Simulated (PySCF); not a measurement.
# One shape, several levels: SO2F2 (sulfuryl fluoride)

Aim: a comparison of 6 runs (HF/STO-3G, HF/3-21G, B3LYP/6-31G*, CAM-B3LYP/6-311+G**, wB97M-V/6-311+G**, wB97X/6-311+G**) of SO2F2 (sulfuryl fluoride). 

The results are computed with PySCF 2.14.0.

1 further run of the same task is left out (set aside as unsound or not needed).

**1. The system as given**

SO2F2 has 5 atoms, charge 0, and is taken as a singlet. As SMILES, `O=S(=O)(F)F`. Geometry: relaxed at PBE0-D4/def2-TZVP.

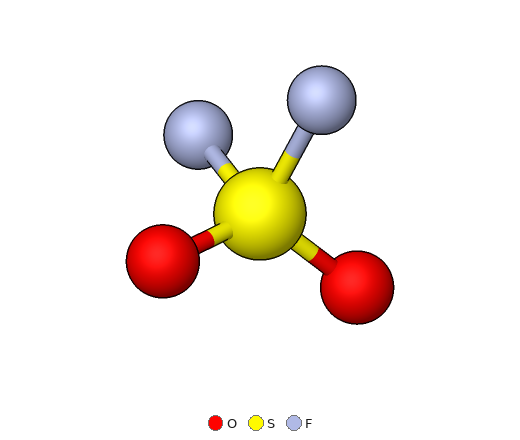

The structure, seen from a chosen angle (oxygen red, sulfur yellow, fluorine light blue).

**2. The energy at HF/STO-3G (run 1)**

Contents of job.py:

```python
# O=S(=O)(F)F
from pyscf import gto

mol = gto.M(
    atom=[
    ('O', (-0.388200, -0.151100, 1.421700)),
    ('S', (0.070900, -0.096900, 0.095900)),
    ('O', (1.129600, -0.862200, -0.418700)),
    ('F', (-1.140900, -0.267600, -0.837400)),
    ('F', (0.328600, 1.377800, -0.261400)),
],
    spin=0,
    charge=0,
    max_memory=1860,
    basis='sto-3g',
    verbose=3,
)

mf = mol.RHF()
mf.conv_tol = 1e-10
mf.kernel()
if not mf.converged:
    mf = mf.newton().run(mf.mo_coeff, mf.mo_occ)

energy = mf.e_tot
print(f'total energy: {energy:.8f} hartree')
```

Run with:

```
$ OMP_NUM_THREADS=1 python job.py
```

Output:

```text
converged SCF energy = -736.447246918476
total energy: -736.44724692 hartree
```

Run time: 0.76 s. Hardware: 1 thread of Intel Xeon at 2.60GHz (Ice Lake), shared host; peak memory 0.12 GiB.

**3. The energy at HF/3-21G (run 2)**

Contents of run.py:

```python
# O=S(=O)(F)F
from pyscf import gto, scf

mol = gto.M(
    atom='''
O     -0.388200    -0.151100     1.421700
S      0.070900    -0.096900     0.095900
O      1.129600    -0.862200    -0.418700
F     -1.140900    -0.267600    -0.837400
F      0.328600     1.377800    -0.261400
''',
    basis='3-21g',
    verbose=4,
    spin=0,
    max_memory=1860,
    charge=0,
)

mf = scf.RHF(mol)
mf.conv_tol = 1e-10
mf.kernel()
if not mf.converged:
    mf = mf.newton().run(mf.mo_coeff, mf.mo_occ)

e_tot = mf.e_tot
print(f'total energy: {e_tot:.8f} hartree')
```

Run with:

```
$ OMP_NUM_THREADS=1 python run.py
```

Output:

```text
PySCF version 2.14.0

[... 59 lines left out ...]
converged SCF energy = -741.948966211046
total energy: -741.94896621 hartree
```

It took 0.66 s on 1 thread of Intel Xeon at 2.60GHz (Ice Lake), shared host; peak memory 0.11 GiB.

Runs 3 to 5 aren't shown in full; the table further down has their settings and results.

**4. A single-point energy at wB97X/6-311+G(d,p) (run 6)**

Contents of job.py:

```python
from pyscf import gto, dft

mol = gto.M(
    atom='''
O       -0.388200      -0.151100       1.421700
S        0.070900      -0.096900       0.095900
O        1.129600      -0.862200      -0.418700
F       -1.140900      -0.267600      -0.837400
F        0.328600       1.377800      -0.261400
''',
    basis='6-311+g**',
    spin=0,
    verbose=3,
    charge=0,
    max_memory=1860,
)

mf = dft.RKS(mol, xc='wb97x')
mf.grids.level = 5
mf.conv_tol = 1e-10
mf.kernel()
if not mf.converged:
    mf = mf.newton().run(mf.mo_coeff, mf.mo_occ)

e_final = mf.e_tot
print('Final energy', e_final)
```

Run with:

```
$ OMP_NUM_THREADS=1 python job.py
```

Output:

```text
converged SCF energy = -748.273608946278
Final energy -748.273608946278
```

It took 30 s on 1 thread of Intel Xeon at 2.60GHz (Ice Lake), shared host; peak memory 0.65 GiB.

**5. All runs side by side**

```csv
run,level,integration grid,nlc grid,energy (Eh),dipole moment (D),HOMO energy (eV),LUMO energy (eV),wall time
1,HF/STO-3G,–,–,-736.447247,1.44,-9.68,9.47,0.76 s
2,HF/3-21G,–,–,-741.948966,1.06,-15.04,4.67,0.66 s
3,B3LYP/6-31G* (spherical functions),5,–,-748.225299,1.18,-9.96,0.14,10 s
4,CAM-B3LYP/6-311+G**,5,–,-748.281584,0.96,-12.29,0.04,37 s
5,wB97M-V/6-311+G**,5,1,-748.260231,0.96,-13.20,0.56,85 s
6,wB97X/6-311+G**,5,–,-748.273609,0.96,-13.28,1.31,30 s
```

**6. Outcome**

```
            quantity          value
 run 6: total energy  -748.27361 Eh
run 6: dipole moment         0.96 D
  run 6: HOMO energy      -13.28 eV
  run 6: LUMO energy        1.31 eV
run 6: HOMO–LUMO gap       14.59 eV
```

**Reading.** The dipole moment (its size) runs from 0.96 D (CAM-B3LYP/6-311+G**) to 1.44 D (HF/STO-3G). The two ends differ in method and basis. The HOMO–LUMO gap runs from 10.11 eV (B3LYP/6-31G*) to 19.71 eV (HF/3-21G). Totals of different functionals can't be ranked against each other. In run 1 the basis is minimal, so the values are rough. All runs together took 2.7 min, the longest 85 s.
